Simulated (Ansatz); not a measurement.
The calculation's input:

```
crystal:
  periodic: [false, false, false]
  atoms:
    - { symbol: Ga, position_ang: [0.066062, -0.301941, 0.275831] }
    - { symbol: "N", position_ang: [-0.109844, -0.081711, 2.162741] }
    - { symbol: H, position_ang: [-0.900232, -0.593676, 2.574592] }
    - { symbol: H, position_ang: [0.743713, -0.361301, 2.663657] }
    - { symbol: O, position_ang: [1.719396, -0.328053, -0.42474] }
    - { symbol: H, position_ang: [1.677093, -0.412242, -1.394923] }
    - { symbol: O, position_ang: [-1.297646, -0.617163, -0.862107] }
    - { symbol: H, position_ang: [-2.140927, -0.751085, -0.392678] }
    - { symbol: S, position_ang: [-0.293415, 3.114755, 0.723383] }
    - { symbol: H, position_ang: [-1.644851, 2.950063, 0.710668] }
    - { symbol: H, position_ang: [-0.143549, 2.123855, 1.687475] }
basis:
  gaussian: { orbitals: def2-SVP }
hamiltonian:
  xc: pbe
relax:
  f_tol: 0.03
  max_steps: 50
output:
  orbitals: {}
```

Run with:

```sh
ansatz run input.yaml --threads 4 --pin off --max-ram 5120MiB --backend cpu --events-out ev --progress --plain --runs-dir out
```

The fields are those of the run's last geometry, not of the input's.

Level of theory: RKS PBE/def2-SVP in Ansatz 0.2.0.

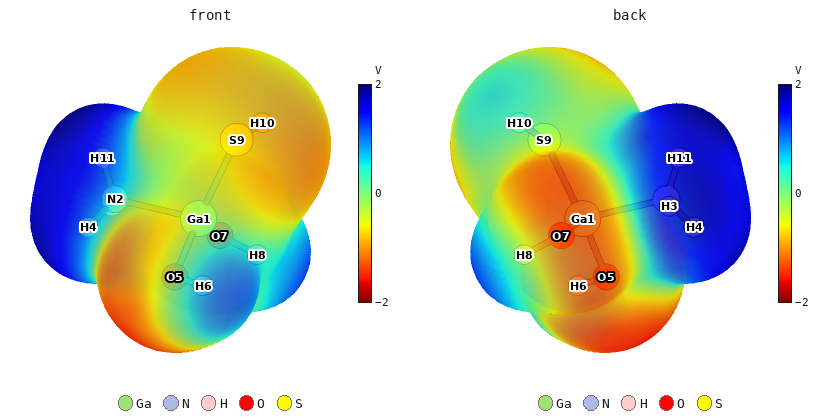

GaH$_{6}$NO$_{2}$S. The molecular electrostatic potential painted on the density surface at 0.001 e/bohr³, seen from the front and from behind; red is negative and blue positive.

Q: Describe the electrostatic potential map.

A: The most negative region (about −1.5 V) lies over O5, the most positive (about +1.9 V) over H11. O5 is the likeliest acceptor of a hydrogen bond.
